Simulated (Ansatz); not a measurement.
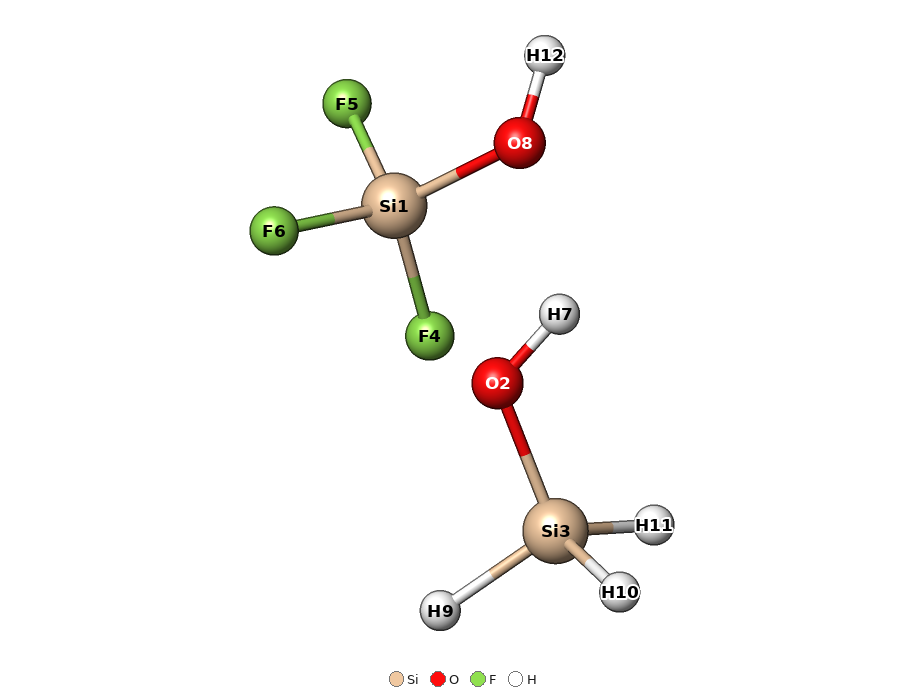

Harmonic vibrations computed with RKS PBE0-D4/def2-TZVP (Ansatz 0.2.0) at a stationary point of the same level.

How many imaginary frequencies does it have?

A minimum: no imaginary frequency, and the lowest mode lies at 28 cm⁻¹.

How many vibrational modes are there, and where do they lie?

30 modes: 28, 40, 72, 86, 106, 124, 175, 260, 280, 321, 373, 381, 403, 693, 719, 782, 849, 861, 913, 946, 968, 971, 991, 1018, 1040, 2215, 2222, 2266, 3898, 3922 cm⁻¹.
